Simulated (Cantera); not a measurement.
Input: 1 mol Cu₂O, a varied amount of H₂, 1.6 mol N₂, held at 825 K and 0.0133 bar.

Equilibrium computed with Cantera from the NASA thermochemical tables; the gas is ideal and each condensed phase is pure. Candidate condensed phases: Cu, CuO, Cu(OH)₂, Cu₂O, H₂O; 27 gas species. Equilibrium is a limit: real reactors are often held back by kinetics, nucleation or transport.

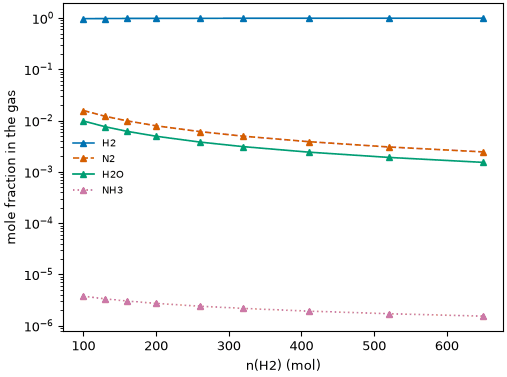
Equilibrium gas composition (values under 1e-9 drawn at 1e-9)

**Question.** Read off the mole fractions at 200 mol H₂.

**Answer.** H₂ about 0.99, N₂ about 0.0079, H₂O about 0.0050, NH₃ about 2.7e-6.
